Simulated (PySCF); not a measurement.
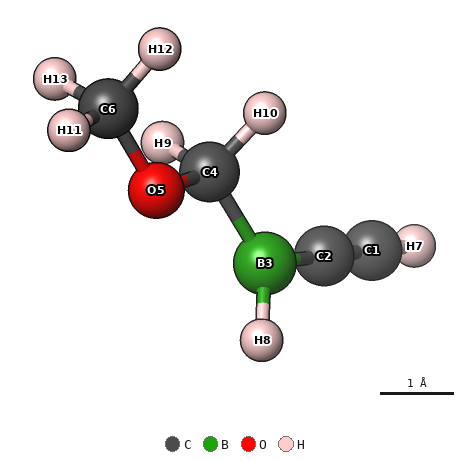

**Figure 1.** The structure as given in the input (ball-and-stick view, seen at a tilt; atoms are numbered from 1 in the order of the input). Bond lengths as drawn: B–C 1.52 to 1.56 Å, B–H 1.21 Å, C–C 1.22 Å, C–H 1.08 to 1.12 Å and C–O 1.39 Å.

## C4H7BO: NMR shielding calculation

C4H7BO, SMILES C#CBCOC, computed with GIAO PBE0/def2-TZVP NMR shielding, non-relativistic, gas phase (PySCF 2.14.0).

The geometry comes from this level: PBE0-D3(BJ)/def2-SVP. Figures and captions count atoms from 1; the log counts them from 0 in places.

Output
```
coarse grid: 10856 points
cycle   1  E = -256.3369346980  dE =  5.701e-01  |g| = 5.886e-01  |ddm| = 2.838e+00
cycle   2  E = -256.2617511339  dE =  7.518e-02  |g| = 8.606e-01  |ddm| = 1.451e+00
cycle   3  E = -256.4058464439  dE = -1.441e-01  |g| = 1.337e-01  |ddm| = 9.970e-01
cycle   4  E = -256.4086067743  dE = -2.760e-03  |g| = 7.573e-02  |ddm| = 1.067e-01
cycle   5  E = -256.4099100991  dE = -1.303e-03  |g| = 2.788e-02  |ddm| = 4.906e-02
cycle   6  E = -256.4100959042  dE = -1.858e-04  |g| = 3.736e-03  |ddm| = 1.822e-02
cycle   7  E = -256.4100990581  dE = -3.154e-06  |g| = 7.917e-04  |ddm| = 3.245e-03
final grid: 104856 points
cycle   8  E = -256.3996790957  dE = -5.209e-05  |g| = 9.485e-03  |ddm| = 8.094e-02
cycle   9  E = -256.3996668546  dE =  1.224e-05  |g| = 1.277e-02  |ddm| = 1.217e-02
cycle  10  E = -256.3996958929  dE = -2.904e-05  |g| = 1.418e-03  |ddm| = 7.625e-03
cycle  11  E = -256.3996963080  dE = -4.152e-07  |g| = 2.477e-04  |ddm| = 1.490e-03
cycle  12  E = -256.3996963141  dE = -6.102e-09  |g| = 1.869e-04  |ddm| = 2.623e-04
cycle  13  E = -256.3996963224  dE = -8.295e-09  |g| = 4.979e-05  |ddm| = 1.129e-04
cycle  14  E = -256.3996963231  dE = -6.604e-10  |g| = 7.375e-06  |ddm| = 3.483e-05
```

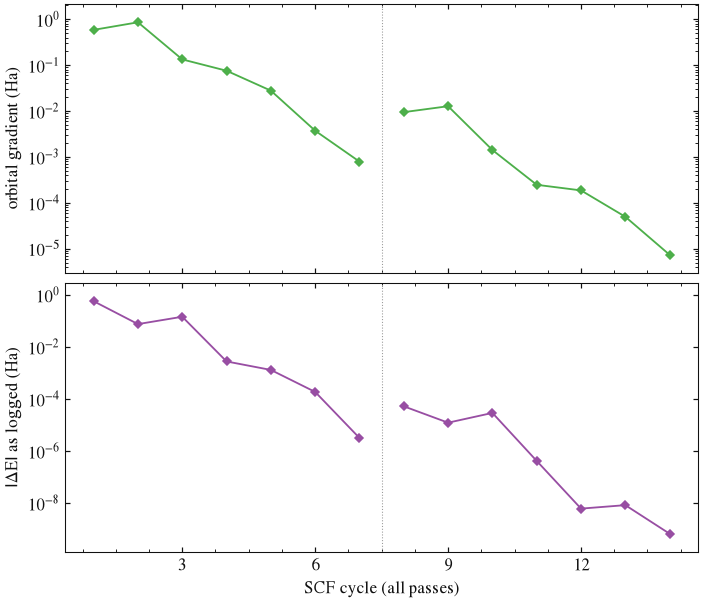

**Figure 2.** Convergence of the self-consistent field: orbital gradient and size of the energy change against the SCF cycle. The dotted line marks the change from a coarse to the final integration grid. The first 7 cycles use a coarse grid, the final grid takes over at cycle 8, and the field converges after 14 cycles in all.

```
converged SCF energy = -256.3996963231

GIAO shielding tensors (ppm)
atom      isotropic    diamagn.    paramagn.     s11        s22        s33       span
  0 C       55.978     268.778    -212.800      7.502     25.851    134.581    127.078
  1 C       93.269     264.858    -171.589    -10.361     -7.456    297.625    307.986
  2 B       32.022     194.292    -162.270    -46.855     20.216    122.705    169.560
  3 C      106.209     246.885    -140.676     79.370     89.768    149.488     70.117
  4 O      319.107     383.603     -64.496    300.410    322.054    334.858     34.448
  5 C      125.080     243.253    -118.173     94.263     97.008    183.968     89.706
  6 H       26.738      30.129      -3.392     24.556     25.096     30.560      6.004
  7 H       24.489      27.785      -3.295     20.555     25.711     27.203      6.648
  8 H       27.763      31.177      -3.414     24.024     26.495     32.771      8.748
  9 H       27.853      31.440      -3.587     24.088     26.666     32.806      8.717
 10 H       27.853      28.145      -0.291     24.191     25.793     33.576      9.385
 11 H       28.420      29.125      -0.706     25.283     26.379     33.597      8.313
 12 H       28.403      28.934      -0.532     25.276     26.334     33.598      8.322
```

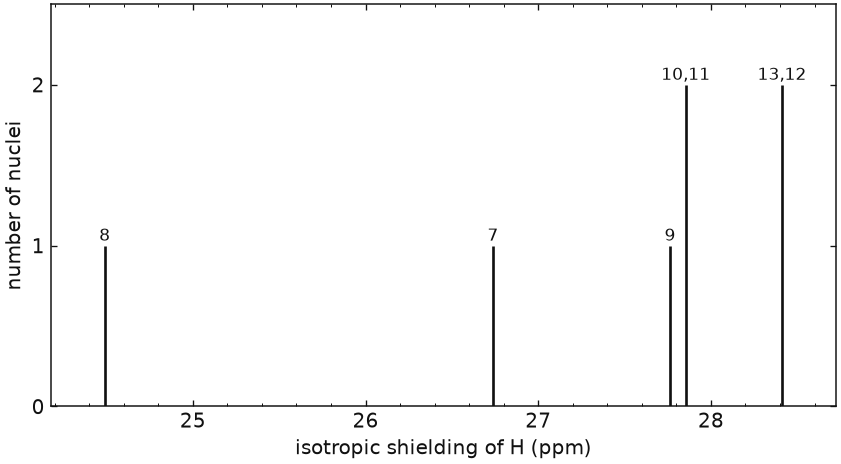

**Figure 3.** Isotropic shieldings of the hydrogen nuclei in this fixed geometry, labelled by atom number; shielding grows to the right, so chemical shift grows to the left. The least shielded is H8 (24.5 ppm), the most shielded H12 (28.4 ppm).

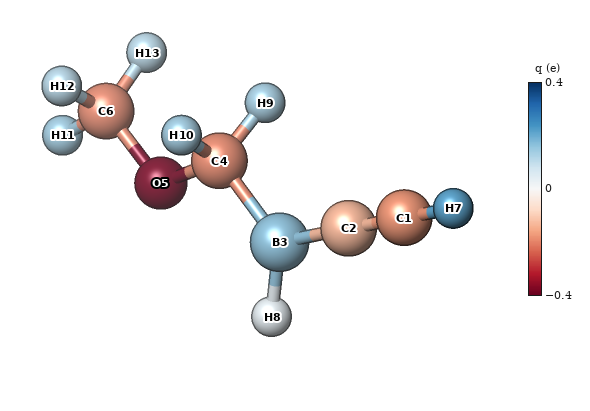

**Figure 4.** IAO charges, as the colour of each atom (ball-and-stick view, seen at a tilt; atoms are numbered from 1 in the order of the input). By element: C −0.20 to −0.13, B +0.17, O −0.38 and H +0.04 to +0.21 e.

The run was set up as follows.

Input file
```
{"job": {"kind": "nmr", "xc": "PBE0", "basis": "def2-TZVP", "pop": true}, "charge": 0, "multiplicity": 1}
C      3.371635     1.253552    -0.070462
C      2.439254     0.481054    -0.217259
B      1.285117    -0.489340    -0.401000
C     -0.183491     0.004931    -0.198937
O     -1.136790    -0.985561    -0.433189
C     -2.444376    -0.556000    -0.231709
H      4.195263     1.933470     0.057930
H      1.517013    -1.637540    -0.694254
H     -0.346482     0.900897    -0.844033
H     -0.256456     0.414084     0.838180
H     -3.117132    -1.401150    -0.435946
H     -2.615506    -0.215509     0.810165
H     -2.717627     0.280782    -0.906925
```

The first line tells a small driver script what to run in PySCF; the rest is the geometry in Å.

Command:
```bash
OMP_NUM_THREADS=1 python <driver script> task.json out
```

Key numbers

```json
{"quantity": "outcome", "value": "converged"}
{"quantity": "total energy", "value": "−256.399696 hartree"}
{"quantity": "HOMO", "value": "−7.51 eV"}
{"quantity": "LUMO", "value": "−2.00 eV"}
{"quantity": "dipole moment", "value": "1.79 D"}
{"quantity": "isotropic shielding, C", "value": "56.0 to 125.1 ppm"}
{"quantity": "isotropic shielding, B", "value": "32.0 ppm"}
{"quantity": "isotropic shielding, O", "value": "319.1 ppm"}
{"quantity": "isotropic shielding, H", "value": "24.5 to 28.4 ppm"}
{"quantity": "hardware", "value": "1 CPU thread, shared host"}
{"quantity": "wall time", "value": "27 s"}
{"quantity": "peak memory", "value": "1 GiB"}
```
